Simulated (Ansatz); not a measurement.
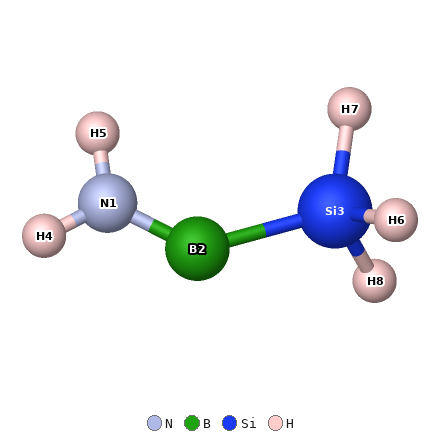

The system is BH₅NSi, SMILES N[B][SiH3], spin multiplicity 2; the picture shows the reference structure. Coordinates scanned: (1) angle H4–N1–B2; (2) dihedral H4–N1–B2–Si3. Nothing is relaxed (all other coordinates rigid). The scan uses an 11 × 10 grid. Energies: kJ/mol, counted from the relaxed molecule at the same level. Method: Ansatz, UKS PBE0-D4/def2-TZVP.

Its coordinates:

```tsv
atom	x (Å)	y (Å)	z (Å)
N	-0.7520	0.4383	-1.5555
B	-0.8111	-0.0291	-0.2675
Si	0.5076	-0.3433	1.1831
H	-1.5625	0.5257	-2.1495
H	0.1020	0.7312	-2.0118
H	0.1203	0.4678	2.3699
H	1.9322	-0.0110	0.8598
H	0.4634	-1.7797	1.5716
```

Range: angle H4–N1–B2 from 98.2 to 148.2°; dihedral H4–N1–B2–Si3 from −180 to 144°.

What will the energy surface look like?

The lowest grid point is at angle H4–N1–B2 = 123.2°, dihedral H4–N1–B2–Si3 = −180°, 0 kJ/mol from the relaxed molecule at the same level; the map holds 2 wells of about this depth. The highest grid point, angle H4–N1–B2 = 98.2°, dihedral H4–N1–B2–Si3 = −72°, lies 120 kJ/mol above the lowest. On the interpolated surface the easiest way out of the lowest well to a well of about the same depth near angle H4–N1–B2 = 123.2°, dihedral H4–N1–B2–Si3 = 0° passes a barrier of about 74 kJ/mol. Round the minimum the two coordinates are nearly uncoupled.

| dihedral H4–N1–B2–Si3 ↓, angle H4–N1–B2 → | 98.2 | 103.2 | 108.2 | 113.2 | 118.2 | 123.2 | 128.2 | 133.2 | 138.2 | 143.2 | 148.2 |
| --- | --- | --- | --- | --- | --- | --- | --- | --- | --- | --- | --- |
| 144 | 67 | 50 | 36 | 26 | 20 | 18 | 20 | 26 | 37 | 52 | 71 |
| 108 | 111 | 95 | 82 | 72 | 66 | 64 | 66 | 73 | 83 | 98 | 117 |
| 72 | 120 | 101 | 86 | 75 | 67 | 64 | 65 | 71 | 81 | 95 | 113 |
| 36 | 71 | 53 | 38 | 27 | 21 | 18 | 20 | 25 | 36 | 50 | 69 |
| 0 | 52 | 34 | 20 | 9 | 2 | 0 | 2 | 8 | 18 | 33 | 52 |
| −36 | 71 | 53 | 38 | 27 | 21 | 18 | 20 | 25 | 36 | 50 | 69 |
| −72 | 120 | 101 | 86 | 75 | 67 | 64 | 65 | 71 | 81 | 95 | 113 |
| −108 | 111 | 95 | 81 | 72 | 66 | 64 | 66 | 73 | 83 | 98 | 117 |
| −144 | 67 | 50 | 36 | 26 | 20 | 18 | 20 | 26 | 37 | 52 | 71 |
| −180 | 50 | 33 | 19 | 8 | 2 | 0 | 2 | 9 | 19 | 34 | 54 |

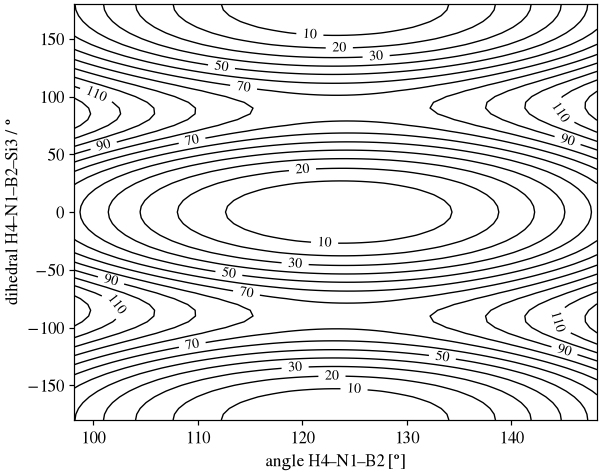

The picture shows contour lines labelled in kJ/mol (none above 120). Between grid points the surface is interpolated.

Each point was launched as `ansatz run input.yaml --threads 1 --pin off --max-ram 2560MiB --backend cpu --events-out ev --progress --plain --runs-dir out`. Time for the 110 points that were run: 11 min on 1 thread of Arm Neoverse V2, on a shared host.
